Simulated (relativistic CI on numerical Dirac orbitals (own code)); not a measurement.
```
atom Pt  Z=78  charge=4  electrons=74
nucleus A=195  rms_radius_fm=5.4270
hamiltonian dirac-coulomb  breit=on  qed=on  c_scale=1
orbitals kli  potential=per-configuration
slater_scale 0.7
correlation none
mixing on
configurations
  [Xe] 4f14 5d6
  [Kr] 4d10 4f14 5s2 5p5 5d7
end
absorption O2,3 T=300 lorentz=1 gauss=0.3
crystal_field Oh 10Dq=72600
```

Multiplet model: relativistic Dirac–Coulomb–Breit theory, one configuration a step, Slater integrals scaled by 0.7, 300 K, Voigt broadening (Lorentzian 1 eV, Gaussian 0.3 eV full widths), computed with a radial Dirac CI code.

The O₂,₃ X-ray absorption spectrum that results, with the strongest transitions as sticks:

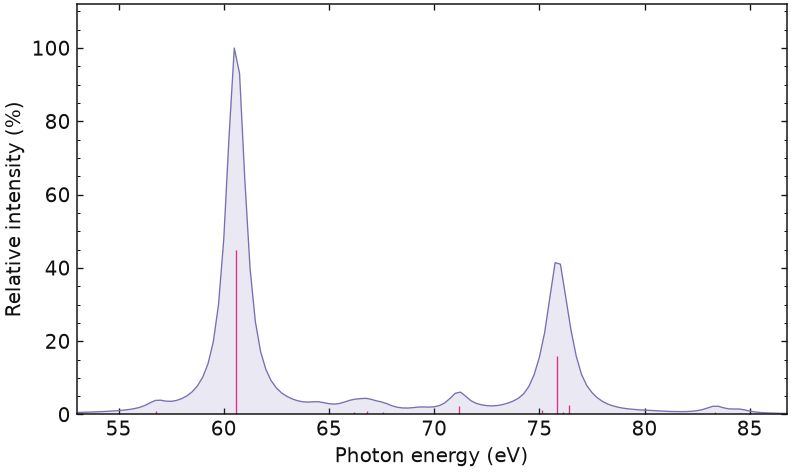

The main maxima lie at 60.6 eV (100) and 75.9 eV (41), heights in % of the largest; the centroid is at 66.1 eV. The ground state has S = 0.06.

Known limits: free-ion energies, so absolute edge positions are off by a few eV from solids; core and valence shell share one n, so the strongest features autoionise and are far broader and can lie several eV off in experiment.
